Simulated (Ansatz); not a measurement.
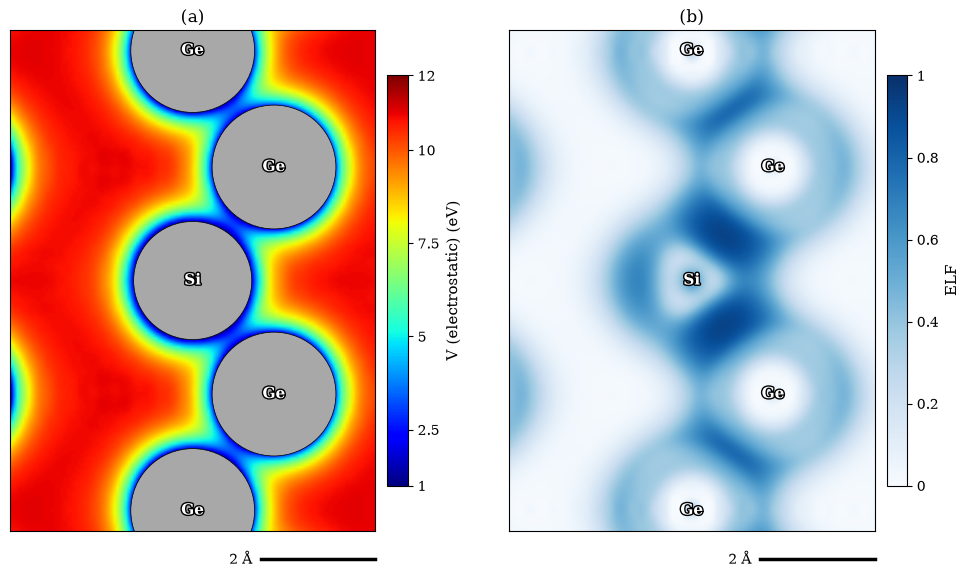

The picture shows: SiGe₃. (a) electrostatic potential (local pseudopotential plus Hartree) felt by an electron; (b) ELF on the (11̄0) plane of the calculation cell. Grey discs cover the atomic cores in the potential map.

Space group P-4m2; a generated structure, not necessarily the stable one.

All numbers below come from Ansatz, DFT PBE, scalar-relativistic, plane waves, PAW.

Core electrons are frozen (PAW), and the valence fields are smoothed inside the atomic spheres.

```cif
data_structure
_symmetry_space_group_name_H-M 'P 1'
_symmetry_Int_Tables_number 1
_cell_length_a 5.6760
_cell_length_b 5.6760
_cell_length_c 5.6760
_cell_angle_alpha 90.000
_cell_angle_beta 90.000
_cell_angle_gamma 90.000
_cell_volume 182.86
loop_
_atom_site_label
_atom_site_type_symbol
_atom_site_fract_x
_atom_site_fract_y
_atom_site_fract_z
_atom_site_occupancy
Si1 Si 0.00000 0.00000 0.00000 1
Si2 Si 0.00000 0.50000 0.50000 1
Ge1 Ge 0.50000 0.00000 0.50000 1
Ge2 Ge 0.50000 0.50000 0.00000 1
Ge3 Ge 0.24356 0.25000 0.25000 1
Ge4 Ge 0.24356 0.75000 0.75000 1
Ge5 Ge 0.75644 0.25000 0.75000 1
Ge6 Ge 0.75644 0.75000 0.25000 1
```

**Describe what can be read from this map.**

The section cuts through Si and Ge sites. Si–Ge (2.44 Å): the ELF peaks at about 0.95 between the atoms; localised, covalent bonding. Ge–Ge (2.48 Å): the ELF peaks at about 0.80 between the atoms: a covalent bond. Outside the cores the potential energy rises away from the atoms and is highest about 2.5 Å from the nearest atoms; its zero is arbitrary.
